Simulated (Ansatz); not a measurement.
CdS (zinc blende): scan of one atom of the cell

Starting cell, CdS (zinc blende):

```
CdS
1.0
    0.00000     5.92662     5.92662
    2.96331     0.00000     2.96331
    2.96331     2.96331     0.00000
S Cd
2 2
Direct
  0.37500   0.75000   0.75000
  0.87500   0.75000   0.75000
  0.00000   0.00000   0.00000
  0.50000   0.00000   0.00000
```

Scan: atom 2 (S, nearest neighbour Cd at 2.566 Å; its periodic images, 4.2 Å or more away, move with it) is displaced along Cartesian z, direction (0.000, 0.000, 1.000) in Cartesian axes, by s. The other atoms stay.

Method: PBE (plane waves to 420 eV, PAW, scalar-relativistic; Ansatz, a quantum-chemistry and plane-wave program). k mesh 4×8×8 (Γ-centred), Fermi-Dirac smearing 0.05 eV. Energies are smeared free energies. CdS was relaxed with its symmetry unable to fall. The zero of ΔE is the undisplaced structure.

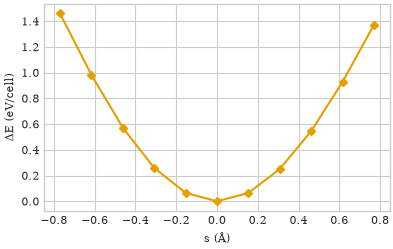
*ΔE (eV/cell) against s (Å); markers are the computed points, lines only join them.*

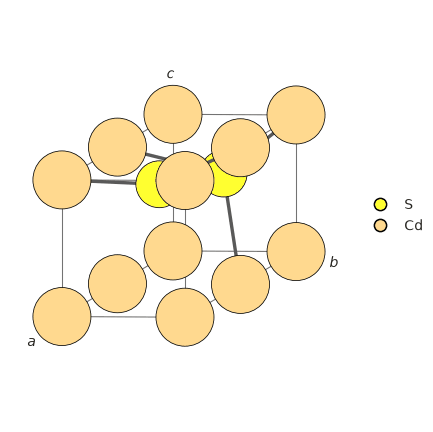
The cell of the calculation at s = -0.770 Å.

The force constant k = d²E/ds² at s = 0 (finite differences) is 5.49 eV/Å² and the force along the line at s = -0.770 Å is 3.21 eV/Å. The energy at s = 0.770 Å is 1371 meV/cell. Symmetry of the curve: not even: the negative side lies higher at ±0.770 Å. Shape of the curve: a single well with its minimum at or next to zero displacement.

The forces along the line at the two nearest points give (0.848 − (-0.825)) / (2·0.154) = 5.43 eV/Å²; the next pair corrects for the finite step.

(A displaced cell: forces are minus the slopes of the energy, force constants its curvatures, and phonons follow from these.)
